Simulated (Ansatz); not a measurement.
## Nb wire along [111], 13 atoms a period: bands along the axis

Wanted: the relaxed geometry and the bands of the Nb wire along [111], 13 atoms a period.

Main program and level: Ansatz 0.2.0; DFT PBE, plane waves, PAW; relaxation of a wire's period; PAW set soft_1, in the first sound run; inputs show where later runs differ.

**1. Starting point**

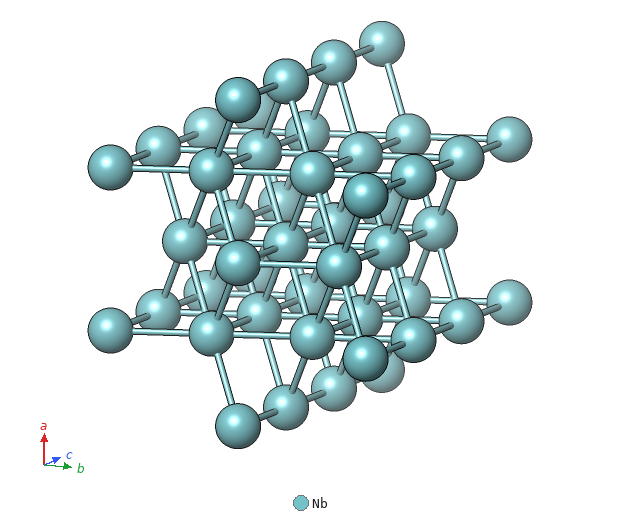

The cell as given, at a slant to the c axis (niobium teal). 1×1×3 cells are drawn. Some periodic images of atoms are drawn too.

The cell holds 13 atoms: 13 Nb. Cell: a = 16.162 Å, b = 14.908 Å, c = 2.867 Å, α = 90.0°, β = 90.0°, γ = 90.0°. Vacuum lies along a and b. The structure's axis is c.

**2. Relaxing the period**

Band widths follow the bond lengths, so the wire is relaxed first. The atoms and the third cell vector are free; the box across stays fixed as vacuum. A Fermi-Dirac smearing is set since the result may be a metal. The pressure printed is a third of the stress's trace over the whole box, vacuum included; only the stress along the axis is relaxed.

Input file input.yaml:

```yaml
crystal:
  lattice:
    - [16.162, 0.0, 0.0]
    - [0.0, 14.908, 0.0]
    - [0.0, 0.0, 2.8665440865]
  atoms:
    - { symbol: Nb, position: [0.210370004, 0.499993663, 0.0] }
    - { symbol: Nb, position: [0.355186453, 0.771921857, 0.0] }
    - { symbol: Nb, position: [0.500002901, 0.499993663, 0.0] }
    - { symbol: Nb, position: [0.64481935, 0.771921857, 0.0] }
    - { symbol: Nb, position: [0.355186453, 0.409350931, 0.333333333] }
    - { symbol: Nb, position: [0.500002901, 0.681279126, 0.333333333] }
    - { symbol: Nb, position: [0.64481935, 0.409350931, 0.333333333] }
    - { symbol: Nb, position: [0.355186453, 0.590636394, 0.666666667] }
    - { symbol: Nb, position: [0.500002901, 0.3187082, 0.666666667] }
    - { symbol: Nb, position: [0.64481935, 0.590636394, 0.666666667] }
    - { symbol: Nb, position: [0.355186453, 0.228065468, 0.0] }
    - { symbol: Nb, position: [0.64481935, 0.228065468, 0.0] }
    - { symbol: Nb, position: [0.789635799, 0.499993663, 0.0] }
kpoints:
  mp_grid: { grid: [1, 1, 28] }
scf:
  occupations: { method: fermi_dirac, width: 0.05 }
hamiltonian:
  xc: pbe
  pseudopotentials: { kind: paw, azcp: { folder: soft_1 } }
relax:
  cell: { fix: [a, b, alpha, beta, gamma] }
  max_steps: 45
  f_tol: 0.03
```

On the command line:

```sh
ansatz run input.yaml --threads 4 --pin off --max-ram 16384MiB --backend cpu --events-out ev --progress --plain --runs-dir out
```

Numbers of over 12 decimals in the logs are rounded to 6 here.

The program printed:

```text
Engine: ansatz 0.2.0, x86_64-unknown-linux-gnu
Pseudopotentials: kind: paw
Pseudopotential: Nb, paw, valence charge 13, recommended cutoff 420 eV (normal), soft_1/Nb.paw.azcp
Functional definition: PBE
  parameter kappa = 0.804
  parameter beta = 0.066725
  exchange = pbe_x(kappa = kappa, mu = beta*pi^2/3)
  correlation = pbe_c(beta = beta)
Crystal: 13 atoms, lattice volume = 690.674 Å³
Basis set: ecut = 420 eV, 13503 PW (Γ), exchange–correlation on 240×200×40 points (8 copies of the dense FFT grid, shifted against one another)
Bands: 102, of which v1, the nominal top of the filled ones, is band 85 counted from 1 (84 counted from 0)
Symmetry: 4 space group operations
Space group: P2/m (ITA 10), of the structure as read, at distance tolerance 8.8e-5 Å
k-points: 15 of 28
Non-local potential: Nb, projectors of the file, l = 0: 3, l = 1: 2, l = 2: 2, l = 3: 1
PAW form: soft (Blöchl's): semilocal exchange-correlation on the pseudo side does not see the compensation charge
PAW one-centre angular grid: Nb, 590 points (default); XC on 64 Gauss nodes
Initial density: superposition of atomic densities (neutral atoms: chi_scale 0, normalization atom)
Initial wavefunctions: pseudopotential atomic-orbital guess
Functional: x = pbe(κ = 0.804, μ = 0.219515), c = pbe(β = 0.066725)
SCF iter   1: F=—  HF=-59180.782120 eV  |F-HF|=—  |Δ(HF+E_count)|=         —  Δρ=6.12e-2  dr2=2.33e2  ethr=3.10e-3  ⟨swp⟩=9.7  Hψ=7177  notcnv=0  defer=5
preconditioner: auto → LDOS  [metal: Δε(μ)=0.004 eV  Ē_g=3.532 eV  σ=0.050 eV  W_gap=0.02  n_scr=92 (ndim 8)  ℏωp=11.4 eV  f_vac=0.472  D(μ)=18.03/eV (n_scr^D=92)  β→1.0]
SCF iter   2: F=—  HF=-59179.300454 eV  |F-HF|=—  |Δ(HF+E_count)|=    1.48e0  Δρ=6.59e-2  dr2=3.89e2  ethr=3.10e-3  ⟨swp⟩=6.9  Hψ=5600  notcnv=0  defer=62
SCF iter   3: F=—  HF=-59162.160537 eV  |F-HF|=—  |Δ(HF+E_count)|=    1.71e1  Δρ=1.41e-2  dr2=2.03e0  ethr=3.10e-3  ⟨swp⟩=6.1  Hψ=4490  notcnv=0  defer=14
SCF iter   4: F=—  HF=-59162.223387 eV  |F-HF|=—  |Δ(HF+E_count)|=   6.28e-2  Δρ=5.21e-3  dr2=1.59e-1  ethr=1.20e-3  ⟨swp⟩=3.0  Hψ=2678  notcnv=0  defer=16
SCF iter   5: F=—  HF=-59162.272793 eV  |F-HF|=—  |Δ(HF+E_count)|=   4.94e-2  Δρ=2.33e-3  dr2=2.60e-1  ethr=9.41e-5  ⟨swp⟩=3.1  Hψ=2972  notcnv=0  defer=22
SCF iter   6: F=—  HF=-59162.272816 eV  |F-HF|=—  |Δ(HF+E_count)|=   2.37e-5  Δρ=8.70e-4  dr2=1.18e-2  ethr=9.41e-5  ⟨swp⟩=2.1  Hψ=1804  notcnv=0  defer=21
SCF iter   7: F=—  HF=-59162.276066 eV  |F-HF|=—  |Δ(HF+E_count)|=   3.25e-3  Δρ=2.93e-4  dr2=4.98e-4  ethr=7.00e-6  ⟨swp⟩=2.4  Hψ=1965  notcnv=0  defer=21
SCF iter   8: F=—  HF=-59162.276534 eV  |F-HF|=—  |Δ(HF+E_count)|=   4.68e-4  Δρ=8.03e-5  dr2=1.46e-4  ethr=2.95e-7  ⟨swp⟩=2.7  Hψ=2624  notcnv=0  defer=21
SCF iter   9: F=—  HF=-59162.276538 eV  |F-HF|=—  |Δ(HF+E_count)|=   3.81e-6  Δρ=2.42e-5  dr2=1.78e-5  ethr=8.66e-8  ⟨swp⟩=2.5  Hψ=2314  notcnv=0  defer=21
SCF iter  10: F=—  HF=-59162.276021 eV  |F-HF|=—  |Δ(HF+E_count)|=   5.17e-4  Δρ=7.28e-6  dr2=8.94e-7  ethr=1.05e-8  ⟨swp⟩=2.1  Hψ=1965  notcnv=0  defer=21
SCF iter  11: F=—  HF=-59162.276021 eV  |F-HF|=—  |Δ(HF+E_count)|=   1.64e-7  Δρ=3.06e-6  dr2=1.18e-7  ethr=5.29e-10  ⟨swp⟩=3.3  Hψ=2900  notcnv=0  defer=21
SCF iter  12: F=-59162.276021 eV  HF=-59162.276021 eV  |F-HF|=1.76e-9  |Δ(HF+E_count)|=   3.33e-8  Δρ=1.31e-6  dr2=1.95e-8  ethr=5.92e-11  ⟨swp⟩=5.1  Hψ=4589  notcnv=0
SCF 1 converged in 12 iterations: F = -59162.276021 eV  dr2 = 1.95e-8
  greatest PAW one-centre occupation: 0.998 electrons in one spin orbital (limit 2), on the Nb atom at site 2 (counted from 0), in its partial waves of l = 0
relax step   1: F+E_penalty+E_count = -59162.27602127 eV  Δ(F+E_penalty+E_count) = +0.000e0 eV  max|allowed force component| = 1.800e0 eV/Å  Δτ_max = 0.0000 Å  P = -5.122 GPa  Ω = 690.674 Å³  fix = [a, b, alpha, beta, gamma]  reactions: a -3.920, b -3.923 GPa; alpha +0.003 GPa/rad  (12 SCF iters, dr2 threshold 1.00e-7 eV, accepted)
Crystal: 13 atoms, lattice volume = 658.003 Å³
Basis set: ecut = 420 eV, 12915 PW (Γ), exchange–correlation on 240×200×40 points (8 copies of the dense FFT grid, shifted against one another)
Initial density: handed on by an earlier stage of this run
Initial wavefunctions: those handed on with the density
iter 1 solved again at ethr=2.70e-3 eV; its pass at ethr=3.10e-3 eV (dr2=4.56e0 eV) is discarded
SCF iter   1: F=—  HF=-59164.857930 eV  |F-HF|=—  |Δ(HF+E_count)|=         —  Δρ=1.73e-2  dr2=4.60e0  ethr=2.70e-3  ⟨swp⟩=1.1  Hψ=8791  notcnv=0
preconditioner: auto → LDOS  [metal: Δε(μ)=0.011 eV  Ē_g=2.926 eV  σ=0.050 eV  W_gap=0.05  n_scr=92 (ndim 8)  ℏωp=11.7 eV  f_vac=0.507  D(μ)=14.78/eV (n_scr^D=78)  β→1.0]
SCF iter   2: F=—  HF=-59164.530264 eV  |F-HF|=—  |Δ(HF+E_count)|=   3.28e-1  Δρ=8.87e-3  dr2=2.74e0  ethr=2.70e-3  ⟨swp⟩=3.1  Hψ=2449  notcnv=0  defer=2
SCF iter   3: F=—  HF=-59164.396020 eV  |F-HF|=—  |Δ(HF+E_count)|=   1.34e-1  Δρ=2.30e-3  dr2=1.29e-1  ethr=1.62e-3  ⟨swp⟩=2.2  Hψ=1983  notcnv=0  defer=24
SCF iter   4: F=—  HF=-59164.389173 eV  |F-HF|=—  |Δ(HF+E_count)|=   6.85e-3  Δρ=7.36e-4  dr2=5.77e-3  ethr=7.64e-5  ⟨swp⟩=2.1  Hψ=2227  notcnv=0  defer=28
SCF iter   5: F=—  HF=-59164.389467 eV  |F-HF|=—  |Δ(HF+E_count)|=   2.94e-4  Δρ=2.37e-4  dr2=5.61e-4  ethr=3.41e-6  ⟨swp⟩=2.1  Hψ=2594  notcnv=0  defer=28
SCF iter   6: F=—  HF=-59164.388984 eV  |F-HF|=—  |Δ(HF+E_count)|=   4.83e-4  Δρ=7.07e-5  dr2=4.55e-5  ethr=3.32e-7  ⟨swp⟩=2.7  Hψ=2866  notcnv=0  defer=28
SCF iter   7: F=—  HF=-59164.389001 eV  |F-HF|=—  |Δ(HF+E_count)|=   1.68e-5  Δρ=2.33e-5  dr2=4.48e-6  ethr=2.69e-8  ⟨swp⟩=3.1  Hψ=2867  notcnv=0  defer=28
SCF iter   8: F=-59164.389003 eV  HF=-59164.389003 eV  |F-HF|=3.46e-7  |Δ(HF+E_count)|=   2.19e-6  Δρ=6.42e-6  dr2=5.99e-7  ethr=7.69e-10  ⟨swp⟩=5.0  Hψ=5320  notcnv=0
SCF 2 converged in 8 iterations: F = -59164.389003 eV  dr2 = 5.99e-7
relax step   2: F+E_penalty+E_count = -59164.38900293 eV  Δ(F+E_penalty+E_count) = -2.113e0 eV  max|allowed force component| = 5.765e-1 eV/Å  Δτ_max = 0.1949 Å  P = -0.209 GPa  Ω = 658.003 Å³  energy of the carried Pulay correction = +1.425e-3 eV  fix = [a, b, alpha, beta, gamma]  reactions: a +0.798, b +0.748 GPa; alpha -0.003 GPa/rad  (8 SCF iters, dr2 threshold 1.30e-6 eV, accepted)
Crystal: 13 atoms, lattice volume = 646.257 Å³
Basis set: ecut = 420 eV, 12711 PW (Γ), exchange–correlation on 240×200×40 points (8 copies of the dense FFT grid, shifted against one another)
iter 1 solved again at ethr=8.75e-4 eV; its pass at ethr=3.10e-3 eV (dr2=1.48e0 eV) is discarded
[...]
relax step   4: F+E_penalty+E_count = -59164.84105449 eV  Δ(F+E_penalty+E_count) = -1.928e-1 eV  max|allowed force component| = 1.934e-1 eV/Å  Δτ_max = 0.0770 Å  P = +0.177 GPa  Ω = 633.237 Å³  energy of the carried Pulay correction = +2.552e-3 eV  fix = [a, b, alpha, beta, gamma]  reactions: a +0.472, b +0.372 GPa; alpha +0.016 GPa/rad  (8 SCF iters, dr2 threshold 1.30e-6 eV, accepted)
[...]
relax step   5: F+E_penalty+E_count = -59164.78297092 eV  Δ(F+E_penalty+E_count) = +5.808e-2 eV  max|allowed force component| = 3.557e-1 eV/Å  Δτ_max = 0.1305 Å  P = +0.331 GPa  Ω = 622.549 Å³  energy of the carried Pulay correction = +3.052e-3 eV  fix = [a, b, alpha, beta, gamma]  (8 SCF iters, dr2 threshold 1.30e-6 eV, rejected (line search))
[...]
relax step   6: F+E_penalty+E_count = -59164.87777142 eV  Δ(F+E_penalty+E_count) = -3.672e-2 eV  max|allowed force component| = 2.385e-2 eV/Å  Δτ_max = 0.0558 Å  P = -0.122 GPa  Ω = 627.423 Å³  energy of the carried Pulay correction = +2.823e-3 eV  fix = [a, b, alpha, beta, gamma]  reactions: a -0.097, b -0.200 GPa; alpha +0.019 GPa/rad  (12 SCF iters, accepted)
[...]
relax step   7: F+E_penalty+E_count = -59164.87824824 eV  Δ(F+E_penalty+E_count) = -4.768e-4 eV  max|allowed force component| = 4.135e-3 eV/Å  Δτ_max = 0.0056 Å  P = -0.038 GPa  Ω = 627.380 Å³  energy of the carried Pulay correction = +2.825e-3 eV  fix = [a, b, alpha, beta, gamma]  reactions: a -0.019, b -0.121 GPa; alpha +0.017 GPa/rad  (7 SCF iters, dr2 threshold 1.15e-8 eV, accepted)
Basis set: ecut = 420 eV, 12327 PW (Γ), exchange–correlation on 240×200×36 points (8 copies of the dense FFT grid, shifted against one another)
Initial wavefunctions: pseudopotential atomic-orbital guess (no wavefunctions were taken with the density)
iter 1 solved again at ethr=3.69e-6 eV; its pass at ethr=3.10e-3 eV (dr2=6.23e-3 eV) is discarded
SCF iter   1: F=—  HF=-59164.876246 eV  |F-HF|=—  |Δ(HF+E_count)|=         —  Δρ=7.53e-5  dr2=4.93e-6  ethr=3.69e-6  ⟨swp⟩=3.4  Hψ=10029  notcnv=0
eigensolver tolerance schedule: the retry pair's looser diagonalisation over-reported the residual by 1262.38 of it (diagonalisation noise at an unbounded share of the residual, at the tolerance the schedule requests for it); recorded, not acted on — ethr = c·dr2/N_el stays at c = 1.0e-1
preconditioner: auto → LDOS  [metal: Δε(μ)=0.038 eV  Ē_g=2.954 eV  σ=0.050 eV  W_gap=0.19  n_scr=92 (ndim 8)  ℏωp=12.0 eV  f_vac=0.492  D(μ)=14.19/eV (n_scr^D=78)  β→1.0]
SCF iter   2: F=—  HF=-59164.876122 eV  |F-HF|=—  |Δ(HF+E_count)|=   1.24e-4  Δρ=1.34e-5  dr2=1.51e-6  ethr=2.92e-9  ⟨swp⟩=3.5  Hψ=3910  notcnv=0
SCF iter   3: F=—  HF=-59164.876122 eV  |F-HF|=—  |Δ(HF+E_count)|=   2.84e-7  Δρ=3.62e-6  dr2=3.49e-7  ethr=8.94e-10  ⟨swp⟩=2.5  Hψ=3059  notcnv=0
SCF iter   4: F=—  HF=-59164.876122 eV  |F-HF|=—  |Δ(HF+E_count)|=   1.89e-8  Δρ=1.45e-6  dr2=1.41e-8  ethr=2.07e-10  ⟨swp⟩=2.0  Hψ=1743  notcnv=0
SCF iter   5: F=—  HF=-59164.876122 eV  |F-HF|=—  |Δ(HF+E_count)|=   4.70e-9  Δρ=2.81e-7  dr2=7.76e-10  ethr=8.32e-12  ⟨swp⟩=3.1  Hψ=3146  notcnv=0
SCF iter   6: F=-59164.876122 eV  HF=-59164.876122 eV  |F-HF|=1.67e-10  |Δ(HF+E_count)|=  1.31e-10  Δρ=7.80e-8  dr2=6.09e-11  ethr=1.00e-12  ⟨swp⟩=5.0  Hψ=5702  notcnv=0
SCF 8 converged in 6 iterations: F = -59164.876122 eV  dr2 = 6.09e-11
relax step   8: F+E_penalty+E_count = -59164.87612180 eV  Δ(F+E_penalty+E_count) = +2.126e-3 eV  max|allowed force component| = 4.145e-3 eV/Å  Δτ_max = 0.0000 Å  P = -0.038 GPa  Ω = 627.380 Å³  fix = [a, b, alpha, beta, gamma]  reactions: a -0.018, b -0.120 GPa; alpha +0.017 GPa/rad  stress off target by 2.46e-2 GPa on what of the cell is left free  SCF on the basis re-selected at this cell (its energy is not comparable with the rows above)  (6 SCF iters)
basis re-selected at this cell: Δ(F+E_penalty+E_count) = +2.126e-3 eV, ΔP = -0.000 GPa vs the last step (what re-selecting the basis moved, of the pressure what is left beyond the Pulay correction that the steps carried, after the strain that the cell walked since its last selection, with what the two solves' SCF thresholds leave and, on support functions, any second-order correction that the steps lacked; it is no measure of the basis error at this ecutwfc). The dense FFT grid was sized anew with the basis: this SCF ran on 120×100×18 points, the steps before it on 120×100×20, so part of this shift can come from that change (see relax.cell in the input reference). [rest of the remark cut]
SCF converged after 6 iterations
Free energy (F): -59164.876122 eV
Harris-Foulkes:  -59164.876122 eV  (|F-HF|=1.67e-10)
Internal energy: -59164.756985 eV  (E = F + TS)
E sigma→0 (E₀):  -59164.816553 eV
Entropy (-TS):   -0.119137 eV (-9.164 meV/atom)
Fermi energy:    4.520069 eV
--- Per-component energies (eV) ---
  E_band       = -3144.398957
  E_kinetic    = 4851.856358
  E_local      = -74101.529811  (includes V_loc(G=0)·N_el)
  E_nonlocal   = 1257.520666
  E_hartree    = 34490.502241
  E_xc         = -2142.702318
  E_vxc        = -2592.520383  (∫ρ·V_xc dr)
  E_paw        = -40075.571685  (= ΣΔE_a)
  E_vpaw       = -1540.731811  (= ΣTr[D̂ρ^β])
  E_aug_tail   = 0.000562  (compensation charges beyond the density's cutoff)
  E_ewald      = 16555.167002
  E_smearing   = -0.119137  (= −TS)
  E_closure    = -0.000000  (closes the sum)
  Σ components = -59164.876122   (vs F -59164.876122, Δ=0.00e0)
--- Forces (eV/Å), atoms counted from 1 ---
  atom   1  Nb    -0.00111541     0.00000000     0.00000000
  atom   2  Nb    -0.00037331     0.00019486    -0.00032865
  atom   3  Nb     0.00000000     0.00000000     0.00000000
  atom   4  Nb     0.00037331     0.00019486    -0.00032865
  atom   5  Nb    -0.00315671    -0.00252002    -0.00252575
  atom   6  Nb     0.00000000     0.00414536    -0.00236192
  atom   7  Nb     0.00315671    -0.00252002    -0.00252575
  atom   8  Nb    -0.00315671     0.00252002     0.00252575
  atom   9  Nb     0.00000000    -0.00414536     0.00236192
  atom  10  Nb     0.00315671     0.00252002     0.00252575
  atom  11  Nb    -0.00037331    -0.00019486     0.00032865
  atom  12  Nb     0.00037331    -0.00019486     0.00032865
  atom  13  Nb     0.00111541     0.00000000     0.00000000
  max |Σ_I F_I| component: 8.13e-19 eV/Å
--- Stress (GPa, compression-positive) ---
       -0.018187       0.000000       0.000000
        0.000000      -0.120310      -0.017442
        0.000000      -0.017442       0.024594
  P = ⅓ Tr σ = -0.0380 GPa (-0.380 kbar)
--- Relaxed structure (7 steps of the walk, 6 accepted, 1 SCFs on fresh bases) ---
  F+E_penalty+E_count = -59164.87612180 eV   max|allowed force component| = 4.145e-3 eV/Å   (the final SCF, on the basis selected at the relaxed cell)
  cell:  # Å, volume = 627.3796 Å³
    - [16.162, 0.0, 0.0]
    - [0.0, 14.908, 0]
    - [0.0, 0, 2.603849]
  atoms:
    - { symbol: Nb, position: [0.214198, 0.500000, 0] }
    - { symbol: Nb, position: [0.356986, 0.768816, 0.00157753] }
    - { symbol: Nb, position: [0.5, 0.500000, 0] }
    - { symbol: Nb, position: [0.643014, 0.768816, 0.00157753] }
    - { symbol: Nb, position: [0.347791, 0.404540, 0.371330] }
    - { symbol: Nb, position: [0.5, 0.690806, 0.373103] }
    - { symbol: Nb, position: [0.652209, 0.404540, 0.371330] }
    - { symbol: Nb, position: [0.347791, 0.595460, 0.628670] }
    - { symbol: Nb, position: [0.5, 0.309194, 0.626897] }
    - { symbol: Nb, position: [0.652209, 0.595460, 0.628670] }
    - { symbol: Nb, position: [0.356986, 0.231184, -0.00157753] }
    - { symbol: Nb, position: [0.643014, 0.231184, -0.00157753] }
    - { symbol: Nb, position: [0.785802, 0.500000, 0] }
```

Wall time 3.7 min (4 threads of Intel Xeon Platinum 8259CL at 2.50GHz (Skylake/Cascade Lake), shared host); peak memory 2.2 GiB; 14 min of CPU time.

(Continued in part 2 of 2.)

[Logs are printed without paths, hosts, clocks, repeated set-up lines and the standing remarks that a program may print on its own settings, such as how far it seeks lower states.]

[Hosts, paths, dates, database ids (printed as entryN), source tags and the programs' standing remarks are cut or masked in the printed files.]
